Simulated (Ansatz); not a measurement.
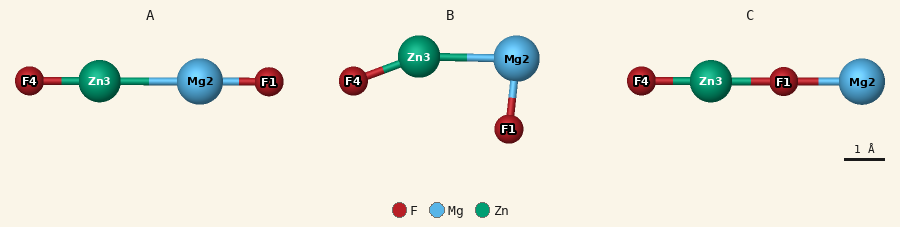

3 geometries from one relaxation of MgZnF₂, in shuffled order. The picture is a ball-and-stick view, seen face on.

It is one of the separated reactants of a reaction.

Theory: RKS PBE0-D4/def2-TZVP (Ansatz). (force threshold 0.005 eV/Å; at most 200 steps)

Q: Put them in the order of the run, from the start to the converged end.

A: C, B, A. They are steps 0, 27, 38, at +1.635 eV, +0.954 eV relative to the last. Over 36 accepted moves (38 points after the start) the energy falls by 1.635 eV. The largest force component goes from 0.46 to 0.00026 eV/Å. The line search rejected the trial steps at points 19, 23 of the run. The forces were under the threshold at step 5, but the run went on from there. F1 moves most after the best rigid fit: 2.16 Å. Largest moves by element: F 2.16 Å, Mg 1.57 Å, Zn 0.29 Å. Near-neighbour distances that change, for instance: F1–Zn3 1.847 → 4.295 Å, Mg2–Zn3 3.826 → 2.541 Å, F1–Mg2 1.980 → 1.754 Å, Zn3–F4 1.759 → 1.776 Å. New bonds form, among them: Mg2–Zn3 (3.83 → 2.54 Å). Bonds break, among them: F1–Zn3 (1.85 → 4.29 Å). The run took 110 s on 2 threads of Intel Xeon Platinum 8375C @ 2.90GHz, on a shared host.
